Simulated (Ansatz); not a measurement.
# C3H4AlCl: harmonic frequencies at the relaxed geometry, by script

A script is to give harmonic frequencies at the relaxed geometry; the system is C3H4AlCl.

Program: the Python package of Ansatz 0.2.0. Level of theory: B3LYP/def2-SVP. These are calculated values, not measurements.

## 1. The structure

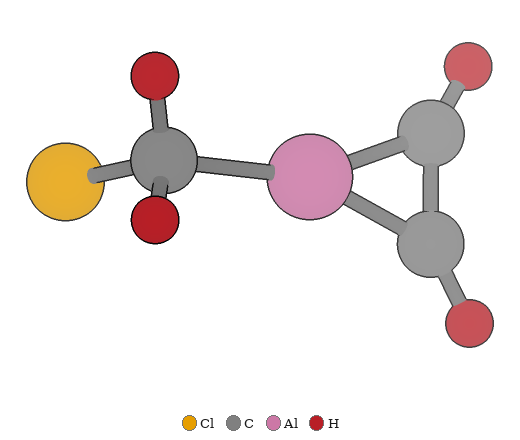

The structure that the script starts from, seen from a chosen angle (chlorine amber, carbon grey, aluminium pink, hydrogen red).

The script holds or builds the structure itself.

## 2. The script

Contents of freq_c3h4alcl.py:

```python
import itertools
import logging
import sys

import ansatz
from ase import Atoms
from ase.data import atomic_numbers, covalent_radii
from ase.thermochemistry import IdealGasThermo
import numpy as np

logging.basicConfig(stream=sys.stdout, format="%(name)s: %(message)s")
logger = logging.getLogger("ansatz_job")
logger.setLevel(logging.INFO)


def main() -> None:
    geometry_ang = [
        ("Cl", (-1.3852, 1.953, 1.4904)),
        ("C", (0.1064, 1.1145, 1.4366)),
        ("Al", (0.0746, -0.1466, -0.1129)),
        ("C", (-0.1941, -1.6767, -0.9922)),
        ("C", (0.2946, -0.6731, -1.8486)),
        ("H", (0.9447, 1.8544, 1.3194)),
        ("H", (0.2656, 0.5532, 2.3865)),
        ("H", (-0.6299, -2.6748, -0.9141)),
        ("H", (0.6117, -0.3502, -2.7823)),
    ]
    c3h4alcl = ansatz.Crystal.molecule()
    for symbol, xyz in geometry_ang:
        c3h4alcl = c3h4alcl.atom(symbol, xyz)

    base = c3h4alcl.calculation()
    base = base.basis(gaussian="def2-SVP")
    base = base.functional("B3LYP")
    symbols = [site.symbol for site in c3h4alcl.cartesian_sites]
    start = np.array([site.position_ang for site in c3h4alcl.cartesian_sites], dtype=float)
    rep = base.relax(force_tolerance=0.003, max_steps=100).run(threads=1, pin="off").report
    end = np.array(rep["positions_ang"])

    radius = [covalent_radii[atomic_numbers[s]] for s in symbols]
    span = lambda where, i, j: np.linalg.norm(where[i] - where[j])
    bonded = [(i, j) for i, j in itertools.combinations(range(len(symbols)), 2) if min(span(start, i, j), span(end, i, j)) < 1.2 * (radius[i] + radius[j])]
    logger.info("pair        before    after (A)")
    for i, j in bonded:
        print(f"{symbols[i]}{i}-{symbols[j]}{j}".ljust(10), f"{span(start, i, j):8.4f} {span(end, i, j):8.4f}")

    minimum = ansatz.Crystal.molecule()
    for symbol, place in zip(symbols, end):
        minimum = minimum.atom(symbol, place.tolist())
    vibrating = (
        minimum.calculation()
        .basis(gaussian="def2-SVP")
        .functional("B3LYP")
        .phonons(temperatures=(200, 600, 100))
    )
    vib = vibrating.run(threads=1, pin="off").report["vibrations"]
    sums = vib["harmonic_sums"]
    modes = [m["omega_inv_cm"] for m in sums["modes_at_gamma"] if m["rigid_motion"] == "no"]
    print("frequencies (1/cm):", " ".join(f"{w:.0f}" for w in modes))
    print("imaginary modes:", sum(w < 0 for w in modes), " zero-point energy:", round(sums["zero_point_energy_ev"], 4), "eV")
    gas = IdealGasThermo(vib_energies=[w / 8065.544 for w in modes if w > 0], geometry="linear" if len(modes) == 3 * len(symbols) - 5 else "nonlinear",
                         atoms=Atoms(symbols, positions=end), symmetrynumber=1, spin=0.0)
    logger.info(f"H(298 K) - E = {gas.get_enthalpy(298.15, verbose=False):.4f} eV")
    logger.info(f"S(298 K, 1 bar) = {96485.33 * gas.get_entropy(298.15, 1e5, verbose=False):.1f} J/(mol K) with symmetry number 1")


if __name__ == "__main__":
    main()
```

## 3. The calls as engine input

The engine receives this input (first run):

```yaml
crystal:
  periodic: [false, false, false]
  atoms:
    - { symbol: Cl, position_ang: [-1.3852, 1.953, 1.4904] }
    - { symbol: C, position_ang: [0.1064, 1.1145, 1.4366] }
    - { symbol: Al, position_ang: [0.0746, -0.1466, -0.1129] }
    - { symbol: C, position_ang: [-0.1941, -1.6767, -0.9922] }
    - { symbol: C, position_ang: [0.2946, -0.6731, -1.8486] }
    - { symbol: H, position_ang: [0.9447, 1.8544, 1.3194] }
    - { symbol: H, position_ang: [0.2656, 0.5532, 2.3865] }
    - { symbol: H, position_ang: [-0.6299, -2.6748, -0.9141] }
    - { symbol: H, position_ang: [0.6117, -0.3502, -2.7823] }
basis:
  gaussian:
    orbitals: def2-SVP
hamiltonian:
  xc: b3lyp
relax:
  f_tol: 0.003
  max_steps: 100
```

## 4. Launch

On the command line:

```console
$ python freq_c3h4alcl.py
```

Q: Predict the main results. Wanted: moves of the relaxation of run 1; energy gained in run 1; last largest force component of run 1; highest frequency; imaginary modes; zero-point energy.

**Answer**, as computed:

```
                             quantity        value
                        runs compared            2
     moves of the relaxation of run 1            9
               energy gained in run 1     0.911 eV
last largest force component of run 1  0.0007 eV/Å
                    highest frequency    3162 cm⁻¹
                      imaginary modes            0
                    zero-point energy     1.561 eV
```

What this shows: Run 1: The relaxation took 9 moves; the largest shift is 0.379 Å, of atom 9 (H). All frequencies are real, so the geometry is a minimum. The values are harmonic; measured fundamentals also hold anharmonic shifts, mostly downward for stretches. What to keep in mind:
- The frequencies are harmonic and unscaled, in a modest basis. The result belongs to the one conformer reached from this start, and soft torsions count as harmonic oscillators.
- b3lyp holds the VWN-RPA fit, as in Gaussian; the form of ORCA and Turbomole is b3lyp5.
- The entropy takes a symmetry number of 1; a symmetric molecule's is lower by R ln(sigma).
